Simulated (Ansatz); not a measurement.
## Electronic structure of AlBH6O in real space

The calculation's input:

```
crystal:
  periodic: [false, false, false]
  atoms:
    - { symbol: B, position_ang: [0.059453, 0.18086, -0.053645] }
    - { symbol: H, position_ang: [0.02434, 0.456682, 1.11611] }
    - { symbol: H, position_ang: [1.113121, 0.183858, -0.652277] }
    - { symbol: H, position_ang: [-0.990586, 0.006494, -0.644243] }
    - { symbol: O, position_ang: [0.091574, -2.145362, 1.090778] }
    - { symbol: Al, position_ang: [-0.746534, -3.041662, -0.144142] }
    - { symbol: H, position_ang: [0.140189, -4.208599, -0.758462] }
    - { symbol: H, position_ang: [-2.281412, -2.764557, -0.498862] }
    - { symbol: H, position_ang: [-0.248846, -1.338314, 1.547443] }
basis:
  gaussian: { orbitals: def2-SVP }
hamiltonian:
  xc: pbe
  dispersion: d4
relax:
  f_tol: 0.03
  max_steps: 50
output:
  orbitals: {}
```

Run with:

```sh
ansatz run input.yaml --threads 1 --pin off --max-ram 2048MiB --backend cpu --events-out ev --progress --plain --runs-dir out
```

The fields are those of the run's last geometry, not of the input's.

Computed with RKS PBE-D4/def2-SVP (Ansatz 0.2.0).

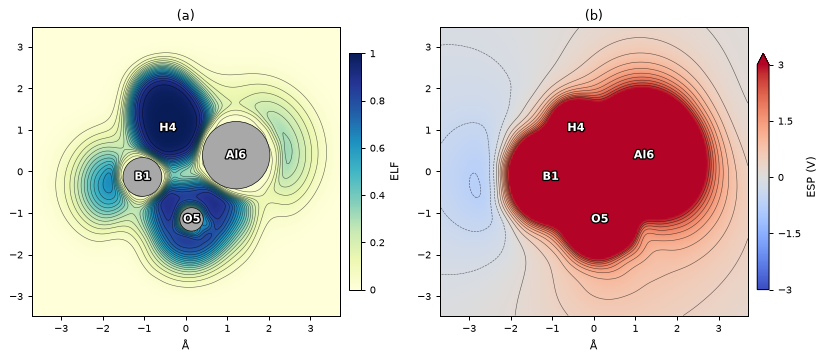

Figure 1. (a) ELF; (b) molecular electrostatic potential on the plane of atoms O5, B1 and Al6. Grey discs cover the atomic cores in the ELF map.

What does the map show?

Answer. The plane passes through B, H, O and Al nuclei.
B–O (1.56 Å): the ELF peaks at about 0.90 between the atoms: a shared but strongly polarised pair.
Al–O (1.88 Å): the ELF peaks at about 0.90 in the valence shell of O, 0.6 Å from its nucleus, and is about 0.45 at the midpoint.
Al–B (2.32 Å): the ELF is about 0.35 at the midpoint.
Outside the dense part of the molecule the potential is most negative (−0.7 V) near H2, which lies off the plane.

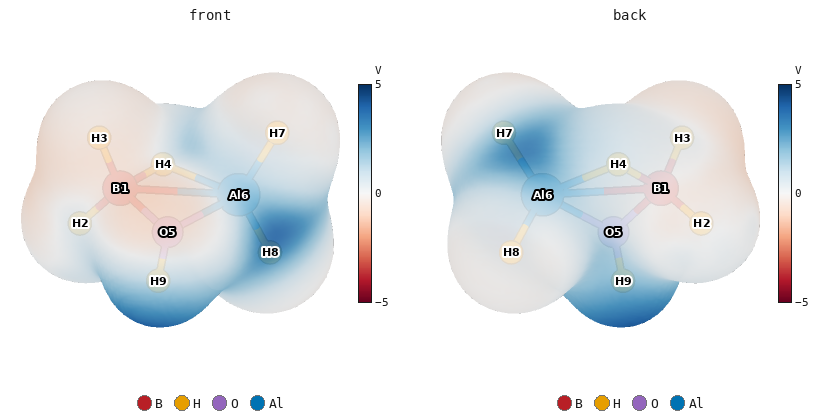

Figure 2. The molecular electrostatic potential painted on the density surface at 0.004 e/bohr³, seen from the front and from behind; red is negative and blue positive.

Where is the surface potential most negative and most positive?

Answer. The most negative region (about −0.9 V) lies over O5, the most positive (about +4.0 V) over Al6 and H9.

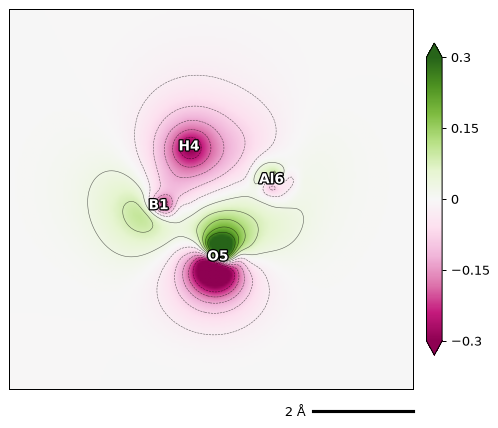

Figure 3. One frontier orbital on the plane of atoms B1, Al6 and O5 (values in Å⁻³ᐟ²; the overall sign is arbitrary).

Which orbital is it: HOMO or LUMO?

Answer. The HOMO, at −7.27 eV. By Hirshfeld shares it lies mainly on B1 (about 25 %), H3 (about 25 %), O5 (about 20 %), H2 (about 5 %) and H4 (about 5 %).
